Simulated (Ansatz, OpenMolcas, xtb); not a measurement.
Computed against measured: dipole moment

6 molecules of light elements (H to F); the dipole moment in D, computed less measured. Shapes, held fixed at every level: PBE0-D4/def2-TZVP. No vibrational averaging. Dipoles are compared by magnitude; molecules under 1 D, whose direction can flip, are left out. Programs: Ansatz 0.2.0, OpenMolcas 26.06, xtb 6.7.1. Measured values: NIST CCCBDB.

Levels: A = GFN1-xTB; B = PBE-D4/def2-TZVPP; C = B3LYP/6-31G* (Cartesian functions); D = B3LYP-D4/def2-TZVPP; E = wB97M-V/def2-TZVPP.

```tsv
molecule	measured	A	B	C	D	E
HNC (hydrogen isocyanide)	3.05	+0.11	+0.09	-0.08	+0.03	+0.02
HOF (hypofluorous acid)	2.23	+0.27	-0.35	-0.26	-0.27	-0.27
C2H2O (ethenone)	1.42	+0.88	-0.09	-0.01	+0.03	-0.02
CH2F2 (SMILES FCF)	1.97	+0.44	-0.25	-0.28	-0.10	-0.11
CH3N (methanimine)	2.00	+0.31	-0.11	-0.05	-0.01	+0.01
C2H2F2 (vinylidene fluoride)	1.38	+0.25	-0.39	-0.43	-0.21	-0.24
```

Problem. Which level does best on this set, which worst, and which err to one side?

Solution. 
```tsv
level	kind	mean error	mean absolute error	worst case
GFN1-xTB	semi-empirical	+0.377	0.377	C2H2O
PBE-D4/def2-TZVPP	GGA	-0.183	0.213	C2H2F2
B3LYP/6-31G* (Cartesian functions)	global hybrid	-0.185	0.185	C2H2F2
B3LYP-D4/def2-TZVPP	global hybrid	-0.088	0.108	HOF
wB97M-V/def2-TZVPP	range-separated hybrid	-0.102	0.112	HOF
```

On this set B3LYP-D4/def2-TZVPP has the smallest mean absolute error and GFN1-xTB the largest. GFN1-xTB is too high in 6 of 6; PBE-D4/def2-TZVPP is too low in 5 of 6; B3LYP/6-31G* (Cartesian functions) is too low in 6 of 6; B3LYP-D4/def2-TZVPP is too low in 4 of 6; wB97M-V/def2-TZVPP is too low in 4 of 6. The tabulated value of HOF is in doubt (older tables, estimates, or at odds with other calculations) and kept here. Over the 5 molecules whose values aren't doubted the mean absolute errors are A 0.398; B 0.186; C 0.170; D 0.076; E 0.080. The smallest two are near a tie. The set is small.

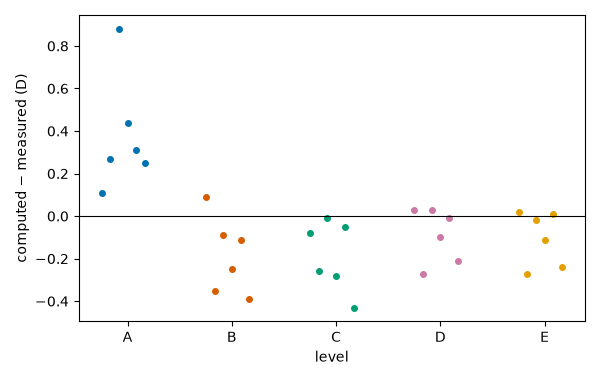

Errors of each level, one point a molecule.
